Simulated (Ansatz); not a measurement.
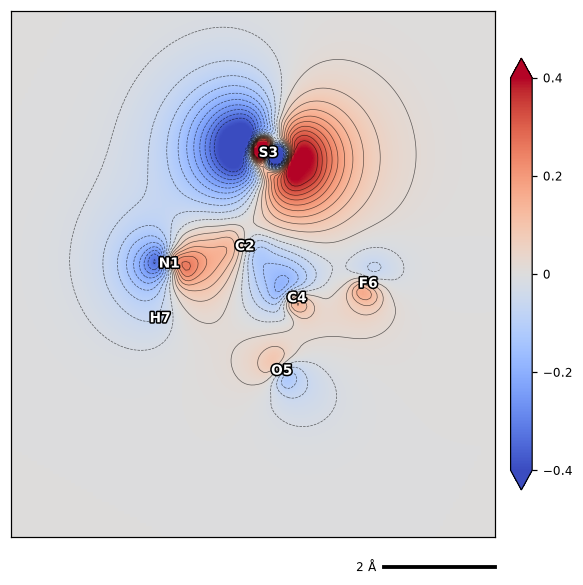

C2H4FNOS. The HOMO−1 on the plane of atoms N1, C2 and C4 (values in Å⁻³ᐟ²; the overall sign is arbitrary).

Geometry: PBE0-D4/def2-TZVP.

Level of theory: RKS PBE0-D4/def2-TZVPP (Ansatz 0.2.0).

Input

```
crystal:
  periodic: [false, false, false]
  atoms:
    - {symbol: N, position_ang: [-0.079859, -1.313642, -0.557891]}
    - {symbol: C, position_ang: [0.152469, -0.250650, 0.324581]}
    - {symbol: S, position_ang: [0.784262, -0.651419, 1.907948]}
    - {symbol: C, position_ang: [-0.119729, 1.013101, 0.002381]}
    - {symbol: O, position_ang: [-0.600654, 1.378974, -1.199328]}
    - {symbol: F, position_ang: [-0.029306, 2.027846, 0.863460]}
    - {symbol: H, position_ang: [-0.366164, -0.995347, -1.474270]}
    - {symbol: H, position_ang: [0.717238, -1.932765, -0.623253]}
    - {symbol: H, position_ang: [-0.175094, -1.543219, 2.221676]}
    - {symbol: H, position_ang: [-0.200063, 2.216023, -1.462204]}
basis:
  gaussian: {orbitals: def2-TZVPP}
hamiltonian: {xc: pbe0, dispersion: d4}
output: {orbitals: {seedname: orbitals}}
```

Run with:

```sh
ansatz run in.yaml --threads 4 --pin off --events-out ev --progress --plain --max-ram 10444MiB
```

Question: Where does this orbital lie, and at what energy?

Answer: Its weight (Hirshfeld) is mainly on S3 (about 70 %), N1 (about 15 %) and C2 (about 5 %); largely a lone pair of S3. Its energy is −7.42 eV.
